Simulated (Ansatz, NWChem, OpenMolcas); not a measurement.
Computed against measured: dipole moment

6 molecules with halogens; the dipole moment in D, computed less measured. Shapes, held fixed at every level: PBE0-D4/def2-TZVP. No vibrational averaging. Dipoles are compared by magnitude; molecules under 1 D, whose direction can flip, are left out. Programs: Ansatz 0.2.0, NWChem 7.3.0, OpenMolcas 26.06. A level may come from different programs for different species; with the same settings they agree closely. Measured values: NIST CCCBDB.

Levels: A = r2SCAN-D4/def2-TZVPP; B = B3LYP/6-31G* (spherical functions); C = PBE0/def2-SVP; D = wB97M-V/def2-TZVPP.

```
                      molecule  measured      A      B      C      D
                 HF (SMILES F)      1.82  +0.02  +0.03  +0.04  +0.02
          CH3Br (bromomethane)      1.81  +0.14  +0.20  +0.02  +0.08
       C2H2F2 (SMILES C=C(F)F)      1.38  -0.34  -0.43  -0.31  -0.24
C2H3F3 (1,1,1-trifluoroethane)      2.32  -0.09  -0.31  -0.11  -0.04
          C2H5Br (bromoethane)      2.03  +0.18  +0.21  +0.01  +0.10
            C2H5F (SMILES CCF)      1.96  -0.13  -0.26  -0.12  -0.09
```

Problem. Which level does best on this set, which worst, and which err to one side?

Solution. 
```csv
level,kind,mean error,mean absolute error,worst case
r2SCAN-D4/def2-TZVPP,meta-GGA,-0.037,0.150,C2H2F2
B3LYP/6-31G* (spherical functions),global hybrid,-0.093,0.240,C2H2F2
PBE0/def2-SVP,global hybrid,-0.078,0.102,C2H2F2
wB97M-V/def2-TZVPP,range-separated hybrid,-0.028,0.095,C2H2F2
```

On this set wB97M-V/def2-TZVPP has the smallest mean absolute error and B3LYP/6-31G* (spherical functions) the largest. No level errs clearly to one side. The smallest two are near a tie. Relativity is left out for Br. The set is small.

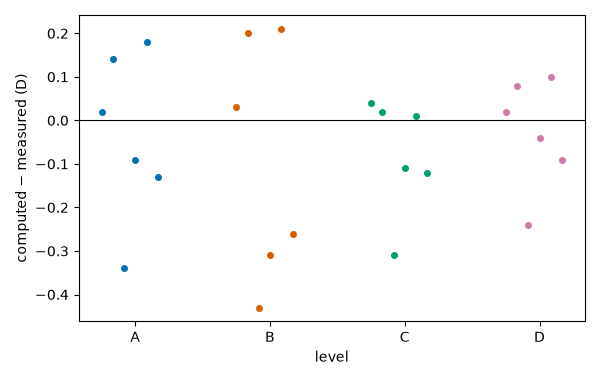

Errors of each level, one point a molecule.
